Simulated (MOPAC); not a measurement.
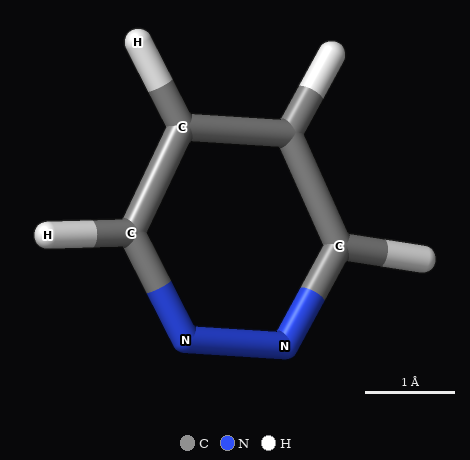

The structure as given in the input (stick view, seen at a tilt). Bond lengths as drawn: C–C 1.40 Å, C–H 1.09 Å, C–N 1.37 Å and N–N 1.29 Å.

C$_{4}$H$_{4}$N$_{2}$ (charge +1): geometry relaxation (part 1 of 2)

C$_{4}$H$_{4}$N$_{2}$ (pyridazine), charge +1, multiplicity 2, computed with PM6, unrestricted (MOPAC 23.2.5).

The starting geometry was optimised with PM6.

## Input (input.mop)
```
PM6 DISP GNORM=0.05 UHF CHARGE=1 CYCLES=300 AUX(PRECISION=6) THREADS=1
optimise of C4H4N2

C      0.813042 1    -0.293935 1    -0.634330 1
C      0.093804 1    -1.012661 1     0.324009 1
C     -0.938968 1    -0.348278 1     1.004001 1
N     -1.232616 1     0.964359 1     0.736591 1
N     -0.566248 1     1.630325 1    -0.151926 1
C      0.455638 1     1.045407 1    -0.854996 1
H      1.624872 1    -0.755250 1    -1.194031 1
H      0.324400 1    -2.054785 1     0.538564 1
H     -1.549607 1    -0.838386 1     1.767819 1
H      0.967458 1     1.676726 1    -1.587120 1
```

Run on 1 thread of Arm Neoverse N1, 90 GiB of memory available, shared host.

Launched with:
```bash
mopac input.mop
```

## The program's output
```
MOPAC v23.2.5
PM6 CALCULATION RESULTS

 *  PM6        - The PM6 Hamiltonian to be used
 *  UHF        - UNRESTRICTED HARTREE-FOCK CALCULATION
 *
 *
 *
 *                 CHARGE ON SYSTEM = +1
 *
 *
 *
 *  THREADS=1  - MULTI-THREADING NOT USED
 *  CYCLES=    - DO A MAXIMUM OF 300 STEPS
 *  GNORM      - EXIT WHEN GRADIENT NORM DROPS BELOW 0.050
 *  AUX        - OUTPUT AUXILIARY INFORMATION
 *  DISP       - PRINT DISPERSION AND HYDROGEN BOND ENERGIES
PM6 DISP GNORM=0.05 UHF CHARGE=1 CYCLES=300 AUX(PRECISION=6) THREADS=1
 optimise of C4H4N2

   ATOM   CHEMICAL          X               Y               Z
  NUMBER   SYMBOL      (ANGSTROMS)     (ANGSTROMS)     (ANGSTROMS)

     1       C          0.81304200  *  -0.29393500  *  -0.63433000  *
     2       C          0.09380400  *  -1.01266100  *   0.32400900  *
     3       C         -0.93896800  *  -0.34827800  *   1.00400100  *
     4       N         -1.23261600  *   0.96435900  *   0.73659100  *
     5       N         -0.56624800  *   1.63032500  *  -0.15192600  *
     6       C          0.45563800  *   1.04540700  *  -0.85499600  *
     7       H          1.62487200  *  -0.75525000  *  -1.19403100  *
     8       H          0.32440000  *  -2.05478500  *   0.53856400  *
     9       H         -1.54960700  *  -0.83838600  *   1.76781900  *
    10       H          0.96745800  *   1.67672600  *  -1.58712000  *

          CARTESIAN COORDINATES

    NO.       ATOM           X           Y           Z

     1         C          0.8130     -0.2939     -0.6343
     2         C          0.0938     -1.0127      0.3240
     3         C         -0.9390     -0.3483      1.0040
     4         N         -1.2326      0.9644      0.7366
     5         N         -0.5662      1.6303     -0.1519
     6         C          0.4556      1.0454     -0.8550
     7         H          1.6249     -0.7553     -1.1940
     8         H          0.3244     -2.0548      0.5386
     9         H         -1.5496     -0.8384      1.7678
    10         H          0.9675      1.6767     -1.5871

           Empirical Formula: C4 H4 N2  =    10 atoms

      MOLECULAR POINT GROUP   :   Cs

          UHF CALCULATION, NO. OF ALPHA ELECTRONS =   15
                           NO. OF BETA  ELECTRONS =   14

          Geometry optimization using EF

          DIAGONAL MATRIX USED AS START HESSIAN
```

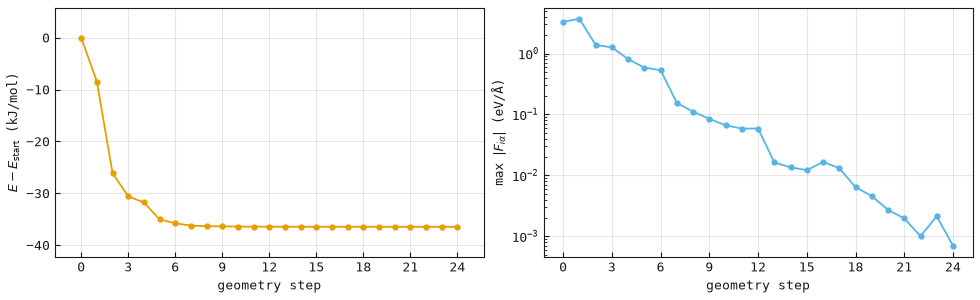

Progress of the relaxation, step by step (steps are counted from 0).

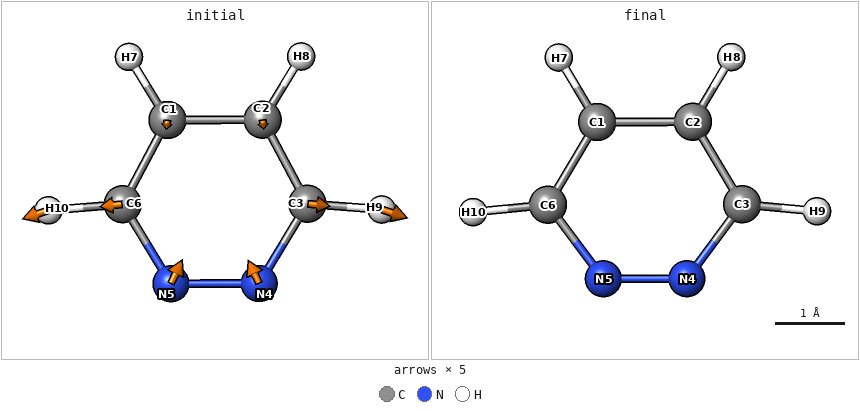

Before (left) and after (right) the relaxation, at one scale (ball-and-stick view, seen at a tilt). The orange arrows give the displacements, magnified 5 times. Over 24 geometry steps the energy falls by 36.5 kJ/mol. Largest force component: 3.3 eV/Å at the start, 0.0007 eV/Å at the end. The largest moves after the best rigid fit, 0.083 Å, are those of H9 and H10. Largest moves by element: H 0.083 Å, N 0.081 Å, C 0.070 Å. Among the contacts that change: N4–N5 1.295 → 1.226 Å, C1–H7 1.089 → 1.107 Å, C1–C6 1.404 → 1.416 Å, C3–H9 1.094 → 1.105 Å. Among the angles that change: C1–C6–N5 121.1° → 112.7°, N4–N5–C6 121.1° → 126.7°, C3–N4–N5 121.1° → 126.4°. (Atoms are counted from 1 in the order of the input.)

```
 CYCLE:     1 TIME:   0.008 TIME LEFT:  2.00D  GRAD.:   159.074 HEAT:  277.0637
 CYCLE:     2 TIME:   0.008 TIME LEFT:  2.00D  GRAD.:   182.504 HEAT:  275.0367
 CYCLE:     3 TIME:   0.008 TIME LEFT:  2.00D  GRAD.:    79.074 HEAT:  270.8156
 CYCLE:     4 TIME:   0.000 TIME LEFT:  2.00D  GRAD.:    63.496 HEAT:  269.7553
 CYCLE:     5 TIME:   0.008 TIME LEFT:  2.00D  GRAD.:    49.563 HEAT:  269.4734
 CYCLE:     6 TIME:   0.008 TIME LEFT:  2.00D  GRAD.:    31.597 HEAT:  268.6897
 CYCLE:     7 TIME:   0.000 TIME LEFT:  2.00D  GRAD.:    20.687 HEAT:  268.5124
 CYCLE:     8 TIME:   0.008 TIME LEFT:  2.00D  GRAD.:     7.622 HEAT:  268.4047
 CYCLE:     9 TIME:   0.008 TIME LEFT:  2.00D  GRAD.:     4.834 HEAT:  268.3805
 CYCLE:    10 TIME:   0.000 TIME LEFT:  2.00D  GRAD.:     4.163 HEAT:  268.3719
 CYCLE:    11 TIME:   0.008 TIME LEFT:  2.00D  GRAD.:     2.661 HEAT:  268.3619
 CYCLE:    12 TIME:   0.000 TIME LEFT:  2.00D  GRAD.:     2.962 HEAT:  268.3570
 CYCLE:    13 TIME:   0.000 TIME LEFT:  2.00D  GRAD.:     3.137 HEAT:  268.3562
 CYCLE:    14 TIME:   0.008 TIME LEFT:  2.00D  GRAD.:     0.757 HEAT:  268.3529
 CYCLE:    15 TIME:   0.000 TIME LEFT:  2.00D  GRAD.:     0.683 HEAT:  268.3524
 CYCLE:    16 TIME:   0.000 TIME LEFT:  2.00D  GRAD.:     0.706 HEAT:  268.3517
 CYCLE:    17 TIME:   0.008 TIME LEFT:  2.00D  GRAD.:     0.831 HEAT:  268.3507
 CYCLE:    18 TIME:   0.000 TIME LEFT:  2.00D  GRAD.:     0.624 HEAT:  268.3503
 CYCLE:    19 TIME:   0.000 TIME LEFT:  2.00D  GRAD.:     0.373 HEAT:  268.3499
 CYCLE:    20 TIME:   0.008 TIME LEFT:  2.00D  GRAD.:     0.237 HEAT:  268.3497
 CYCLE:    21 TIME:   0.000 TIME LEFT:  2.00D  GRAD.:     0.130 HEAT:  268.3496
 CYCLE:    22 TIME:   0.000 TIME LEFT:  2.00D  GRAD.:     0.090 HEAT:  268.3496
 CYCLE:    23 TIME:   0.008 TIME LEFT:  2.00D  GRAD.:     0.055 HEAT:  268.3496
 CYCLE:    24 TIME:   0.000 TIME LEFT:  2.00D  GRAD.:     0.088 HEAT:  268.3496
 CYCLE:    25 TIME:   0.000 TIME LEFT:  2.00D  GRAD.:     0.046 HEAT:  268.3496

     GRADIENT =  0.04582 IS LESS THAN CUTOFF =  0.05000

 -------------------------------------------------------------------------------
 PM6 DISP GNORM=0.05 UHF CHARGE=1 CYCLES=300 AUX(PRECISION=6) THREADS=1
 optimise of C4H4N2

     GEOMETRY OPTIMISED USING EIGENVECTOR FOLLOWING (EF).
     SCF FIELD WAS ACHIEVED

                              PM6 CALCULATION

          FINAL HEAT OF FORMATION =        268.34955 KCAL/MOL =    1122.77452 KJ/MOL

          TOTAL ENERGY            =     -20582.46099 KCAL/MOL = ELECTRONIC ENERGY + CORE-CORE REPULSION
          ENERGY OF ATOMS         =      20850.81054 KCAL/MOL
                              SUM =        268.34955 KCAL/MOL
          DISPERSION ENERGY       =          0.00000 KCAL/MOL
                              SUM =        268.34955 KCAL/MOL = FINAL HEAT OF FORMATION

          TOTAL ENERGY            =       -892.53998 EV
          ELECTRONIC ENERGY       =      -3374.98453 EV
          CORE-CORE REPULSION     =       2482.44454 EV
          COSMO AREA              =        111.43 SQUARE ANGSTROMS
          COSMO VOLUME            =         98.74 CUBIC ANGSTROMS

          GRADIENT NORM           =          0.04582          =       0.01449 PER ATOM
          IONIZATION POTENTIAL    =         16.814084 EV
          ALPHA SOMO LUMO (EV)    =        -17.002 -6.722
          BETA  SOMO LUMO (EV)    =        -16.814 -8.326
          NO. OF ALPHA ELECTRONS  =         15
          NO. OF BETA  ELECTRONS  =         14
          MOLECULAR WEIGHT        =         80.0890         POINT GROUP:  C2v

          MOLECULAR DIMENSIONS (Angstroms)

            Atom       Atom       Distance
            H    10    H     9     5.04816
            H     8    N     4     3.26680
            H     7    N     5     0.00103

          SCF CALCULATIONS        =         32

          WALL-CLOCK TIME         =      0.109 SECONDS
          COMPUTATION TIME        =      0.106 SECONDS

   ATOM   CHEMICAL          X               Y               Z
  NUMBER   SYMBOL      (ANGSTROMS)     (ANGSTROMS)     (ANGSTROMS)

     1       C          0.79327589  *  -0.26123140  *  -0.62978356  *
     2       C          0.07057627  *  -0.98319972  *   0.33331152  *
     3       C         -0.98322743  *  -0.37101638  *   1.05472023  *
     4       N         -1.17997191  *   0.93093414  *   0.70182564  *
     5       N         -0.54785072  *   1.55969613  *  -0.14029242  *
     6       C          0.48274882  *   1.09399812  *  -0.90002224  *
     7       H          1.61660440  *  -0.74039690  *  -1.19311398  *
     8       H          0.31355088  *  -2.04237839  *   0.54322356  *
     9       H         -1.60907018  *  -0.85031226  *   1.82877743  *
    10       H          0.98882243  *   1.74544608  *  -1.63488342  *

                             CARTESIAN COORDINATES

   1    C        0.793275890    -0.261231397    -0.629783563
   2    C        0.070576273    -0.983199724     0.333311523
   3    C       -0.983227431    -0.371016384     1.054720229
   4    N       -1.179971912     0.930934137     0.701825640
   5    N       -0.547850718     1.559696129    -0.140292423
   6    C        0.482748817     1.093998121    -0.900022238
   7    H        1.616604402    -0.740396896    -1.193113985
   8    H        0.313550876    -2.042378394     0.543223564
   9    H       -1.609070185    -0.850312260     1.828777432
  10    H        0.988822432     1.745446084    -1.634883422

           Empirical Formula: C4 H4 N2  =    10 atoms

      MOLECULAR POINT GROUP   :   C2v

          ALPHA EIGENVALUES
 -42.64438 -34.76757 -34.68479 -30.00658 -28.94552 -24.40295 -23.50968 -22.78290
 -22.64158 -20.48872 -20.43648 -18.75867 -17.38418 -17.00347 -17.00195  -6.72186
  -6.68685  -4.28641  -4.14658  -3.38598  -2.42232  -2.05368  -1.92167  -0.86669
  -0.49324  -0.24214  -0.16709  -0.03607

           BETA EIGENVALUES
 -42.06648 -34.49246 -34.33202 -29.76527 -28.54092 -24.03881 -23.11651 -22.46652
 -22.21255 -19.94994 -19.90927 -17.65774 -17.30801 -16.81408  -8.32635  -6.69815
  -6.25804  -3.87178  -3.77507  -2.80032  -2.41614  -1.94275  -1.84160  -0.46991
  -0.39873  -0.13641  -0.06574   0.44005

              NET ATOMIC CHARGES AND DIPOLE CONTRIBUTIONS

  ATOM NO.   TYPE          CHARGE      No. of ELECS.   s-Pop       p-Pop
    1          C          -0.105327        4.1053     1.13498     2.97035
    2          C          -0.107172        4.1072     1.13498     2.97219
    3          C           0.010212        3.9898     1.14898     2.84081
    4          N           0.103779        4.8962     1.54476     3.35146
    5          N           0.109780        4.8902     1.54121     3.34901
    6          C           0.007583        3.9924     1.14888     2.84354
    7          H           0.237445        0.7626     0.76256
    8          H           0.237573        0.7624     0.76243
    9          H           0.252934        0.7471     0.74707
   10          H           0.253193        0.7468     0.74681
 DIPOLE           X         Y         Z       TOTAL
 POINT-CHG.     1.214    -1.741    -0.408     2.162
 HYBRID         0.000     0.008    -0.003     0.008
 SUM            1.215    -1.734    -0.411     2.156

          ATOMIC ORBITAL ELECTRON POPULATIONS

     Atom    s        px        py        pz
    1  C   1.13498   1.02959   0.96337   0.97738
    2  C   1.13498   0.93313   1.10400   0.93506
    3  C   1.14898   0.98703   0.83735   1.01643
    4  N   1.54476   1.17321   1.06393   1.11432
    5  N   1.54121   1.07909   1.19591   1.07400
    6  C   1.14888   0.89222   0.97596   0.97536
    7  H   0.76256
    8  H   0.76243
    9  H   0.74707
   10  H   0.74681

                    (SZ)    =    0.500000
                    (S**2)  =    0.763640

          ATOMIC ORBITAL SPIN POPULATIONS

    Atom   Total    s     px     py     pz
         Atomic
    1  C  0.0122 -0.001 -0.002  0.021 -0.006
    2  C  0.0032 -0.001  0.004  0.006 -0.006
    3  C  0.0732  0.008 -0.004  0.084 -0.014
    4  N  0.4054  0.133  0.102  0.134  0.036
    5  N  0.4247  0.135  0.082  0.179  0.029
    6  C  0.0637  0.008  0.033  0.024 -0.001
    7  H  0.0119  0.012
    8  H  0.0121  0.012
    9  H -0.0033 -0.003
   10  H -0.0031 -0.003

 *                    *
 * JOB ENDED NORMALLY *
 *                    *

 TOTAL JOB TIME:             0.11 SECONDS

 == MOPAC DONE ==
```

## Trajectory as extended XYZ (Å, eV, eV/Å), 25 frames, from step=0 to step=24
```
10
Properties=species:S:1:pos:R:3:forces:R:3 step=0 energy=12.01462
C     0.8130   -0.2939   -0.6343   -0.6222  -0.2021   0.6575
C     0.0938   -1.0127    0.3240    0.2787   0.6988  -0.5425
C    -0.9390   -0.3483    1.0040   -1.2651   0.6798   0.8880
N    -1.2326    0.9644    0.7366    2.9607   0.9846  -3.1369
N    -0.5662    1.6303   -0.1519   -1.3428  -3.3186   2.6017
C     0.4556    1.0454   -0.8550   -0.3276   1.6171  -0.3613
H     1.6249   -0.7552   -1.1940    0.3472  -0.0743  -0.2904
H     0.3244   -2.0548    0.5386   -0.0025  -0.4232   0.1760
H    -1.5496   -0.8384    1.7678   -0.2894  -0.2575   0.3724
H     0.9675    1.6767   -1.5871    0.2630   0.2955  -0.3648
10
Properties=species:S:1:pos:R:3:forces:R:3 step=1 energy=11.92672
C     0.8055   -0.2977   -0.6249    0.1669   1.7251  -0.9514
C     0.0968   -1.0032    0.3145   -1.3669   0.0471   1.3692
C    -0.9515   -0.3385    1.0207   -0.0291  -0.5499   0.0480
N    -1.1996    0.9784    0.6847   -2.0996  -3.2975   3.4118
N    -0.5804    1.5837   -0.1074    3.0712   1.9275  -3.7105
C     0.4514    1.0672   -0.8628    0.4552  -0.2271  -0.2216
H     1.6281   -0.7567   -1.1999    0.0680   0.0888  -0.0915
H     0.3244   -2.0608    0.5415   -0.0936  -0.0300   0.0897
H    -1.5522   -0.8418    1.7750   -0.3200  -0.0765   0.3475
H     0.9699    1.6805   -1.5942    0.1479   0.3925  -0.2913
10
Properties=species:S:1:pos:R:3:forces:R:3 step=2 energy=11.74368
C     0.7999   -0.2694   -0.6356   -0.1972  -0.6812   0.5714
C     0.0754   -0.9936    0.3344    0.6458   0.1357  -0.6945
C    -0.9726   -0.3367    1.0357    0.1132  -1.3867   0.4406
N    -1.1919    0.9339    0.7053    0.0782   1.1667  -0.5517
N    -0.5509    1.5671   -0.1473   -1.0530   0.1837   0.9994
C     0.4605    1.0950   -0.8636    1.1251  -0.5597  -1.0767
H     1.6320   -0.7586   -1.2131   -0.3726   0.3295   0.2256
H     0.3188   -2.0723    0.5427   -0.1874   0.5129  -0.0177
H    -1.5627   -0.8483    1.7936   -0.3929  -0.1515   0.4315
H     0.9783    1.6951   -1.6095    0.2408   0.4507  -0.3279
10
Properties=species:S:1:pos:R:3:forces:R:3 step=3 energy=11.69770
C     0.7984   -0.2712   -0.6183    0.3059   0.2676  -0.6513
C     0.0767   -0.9883    0.3218   -0.2145  -0.3457   0.5334
C    -0.9744   -0.3683    1.0477    0.0642   0.6787  -0.3973
N    -1.2020    0.9426    0.7096    1.1029   0.0622  -0.9443
N    -0.5532    1.5852   -0.1405   -0.2351  -1.2599   0.6443
C     0.4792    1.0855   -0.8962   -0.6035  -0.0198   0.6635
H     1.6276   -0.7500   -1.2040   -0.2216   0.1663   0.2037
H     0.3149   -2.0610    0.5426   -0.0879   0.2882  -0.0638
H    -1.5708   -0.8518    1.8093   -0.3729  -0.2241   0.4084
H     0.9831    1.7086   -1.6206    0.2624   0.3865  -0.3967
10
Properties=species:S:1:pos:R:3:forces:R:3 step=4 energy=11.68547
C     0.8005   -0.2636   -0.6434   -0.5149  -0.2531   0.8105
C     0.0733   -0.9932    0.3435    0.1907   0.5836  -0.6936
C    -0.9738   -0.3711    1.0342   -0.4135   0.0611   0.6358
N    -1.1956    0.9493    0.6968    0.1044  -0.6627   0.2481
N    -0.5571    1.5773   -0.1262    0.5080  -0.2323  -0.4835
C     0.4815    1.0761   -0.8858    0.0081   0.7497  -0.4550
H     1.6208   -0.7401   -1.1877    0.1904  -0.1166  -0.1857
H     0.3109   -2.0451    0.5386    0.0624  -0.2065   0.0903
H    -1.5806   -0.8580    1.8376    0.0423   0.1902  -0.2549
H     0.9889    1.7263   -1.6447   -0.1779  -0.1133   0.2879
```
